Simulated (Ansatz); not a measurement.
**BClH6OSi2 (SMILES [SiH3][SiH2]OBCl): density, localisation and related maps**

```csv
atom,x (Å),y (Å),z (Å)
B,2.6256,-0.7173,-1.0297
Cl,3.6784,-0.3884,0.3788
O,1.3192,-0.9258,-0.8761
Si,0.9164,-0.6599,2.5184
Si,0.1233,-1.0043,0.3279
H,1.9056,-1.7019,2.9081
H,1.4960,0.7017,2.6793
H,-0.2815,-0.7794,3.4075
H,-0.4955,-2.3527,0.1988
H,-0.8876,0.0275,-0.0341
H,3.1415,-0.7426,-2.1144
```

Geometry: B3LYP-D3(BJ)/def2-SVP.

The calculation used isolated molecule in a Gaussian basis; Kohn-Sham density functional theory, functional PBE0 (Ansatz).

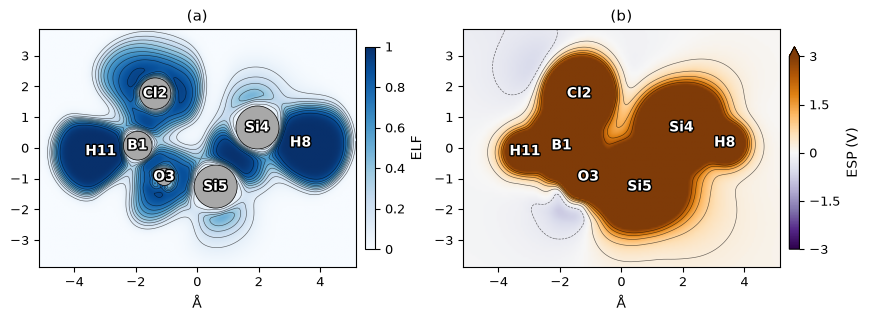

Figure 1. (a) electron localisation function; (b) electrostatic potential on the plane of atoms Si5, Si4 and H8. Grey discs cover the atomic cores in the ELF map.

**Read the bonding off the picture.**

Atoms in the plane: B, Cl, O, Si and H. B–O (1.33 Å): the ELF peaks at about 0.90 between the atoms; a polar covalent bond. Si–O (1.70 Å): the ELF peaks at about 0.90 between the atoms: a shared but strongly polarised pair. B–Cl (1.79 Å): the ELF peaks at about 0.90 between the atoms, as expected for a shared but strongly polarised pair. Si–Si (2.35 Å): the ELF peaks at about 1 between the atoms: localised, covalent bonding. B–H (1.20 Å): the ELF climbs to about 1 towards the hydrogen, as it does in any bond to H: an ordinary covalent bond to hydrogen. The ELF also peaks beside O3 and Cl2, away from the bonds: lone-pair regions. Outside the dense part of the molecule the potential is most negative (−0.8 V) near O3.

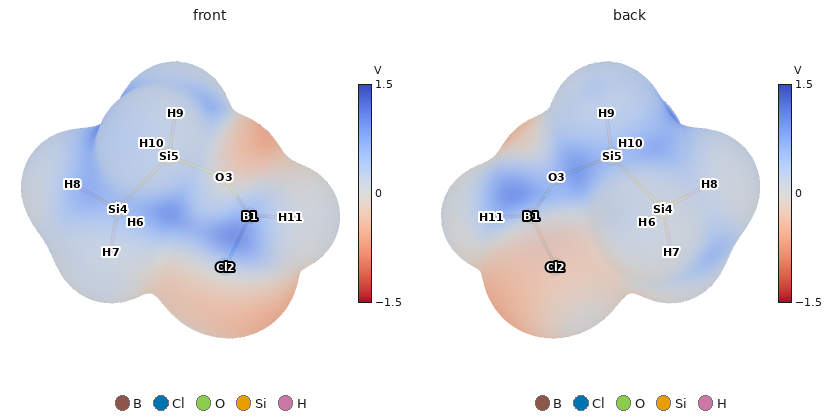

Figure 2. The molecular electrostatic potential painted on the density surface at 0.001 e/bohr³, seen from the front and from behind; the colour scale runs from red (negative) to blue (positive).

**Which sites attract a positive test charge, and which a negative one?**

A positive charge is drawn to the negative regions and a negative charge to the positive ones. The most negative region (about −0.5 V) lies over Cl2 and O3, the most positive (about +1.0 V) over B1 and Si5.

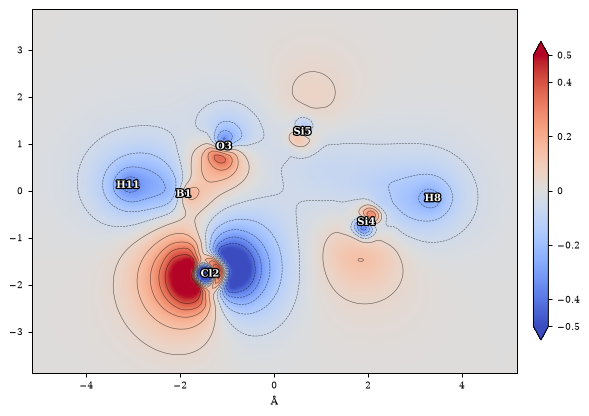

Figure 3. The HOMO−1 on the plane of atoms O3, Si5 and Si4 (values in Å⁻³ᐟ²; the overall sign is arbitrary).

**Where does this orbital lie, and at what energy?**

Its weight (Hirshfeld) is mainly on Cl2 (about 65 %), Si4 (about 10 %) and B1 (about 5 %). Its energy is −9.04 eV.
